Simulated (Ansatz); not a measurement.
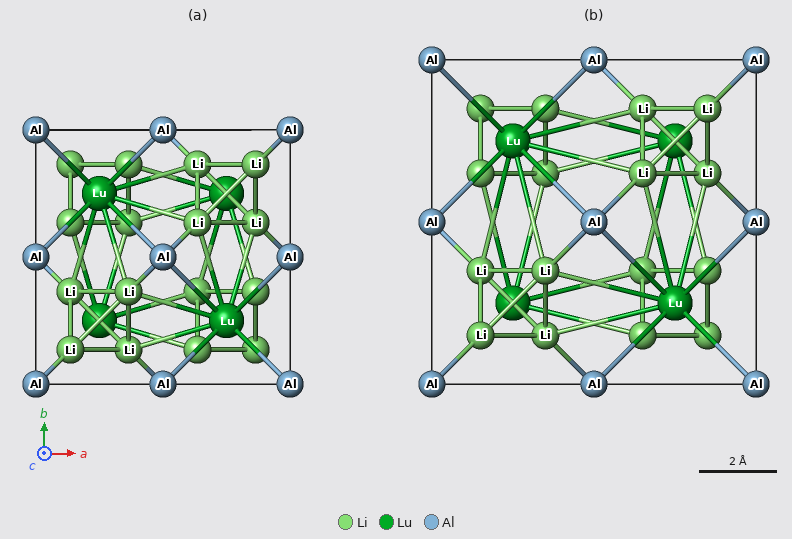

The structure of solid Li$_{4}$LuAl$_{2}$ (a generated structure, set up in F-43m) (coarse preliminary run) before (left) and after (right) a relaxation, at one scale.

A ball-and-stick model of the conventional cell (4 times the calculation's cell), seen along the c axis. Lengths and directions refer to the drawn axes.

The calculation used DFT PBE, scalar-relativistic, plane waves, PAW (Ansatz). (plane-wave cutoff 420 eV; k-point mesh 4 × 4 × 4; occupations gaussian; smearing width 0.1 eV; no spin polarisation; cell and atoms relaxed; force threshold 0.04 eV/Å; at most 70 steps)

### Summarise the run.

After 9 accepted moves (11 points after the start) the energy has fallen by 1640 meV per atom. The largest force component goes from 4.4 to under 0.0001 eV/Å. Pressure: 69.82 GPa at the start and 0.00 GPa at the end. The SCF was repeated twice at an unchanged geometry on a basis and grid sized afresh for the cell, which shifted the energy by 38.9 meV per atom at most. The largest moves relative to the cell, 0.21 Å, are those of Li atoms. Lu and Al stay in place. Cell: a = b = c 6.618 → 8.441 Å (+27.5 %). Volume +107.5 %. Among the contacts that change: Li–Li 2.540 → 3.584 Å, Li–Lu 2.768 → 3.582 Å, Al–Lu 2.866 → 3.655 Å, Al–Li 1.555 → 2.195 Å. The space group stays F-43m (No. 216). Cost: 70 s on 1 thread of Arm Neoverse N1, on a shared host, peak memory 0.37 GiB.
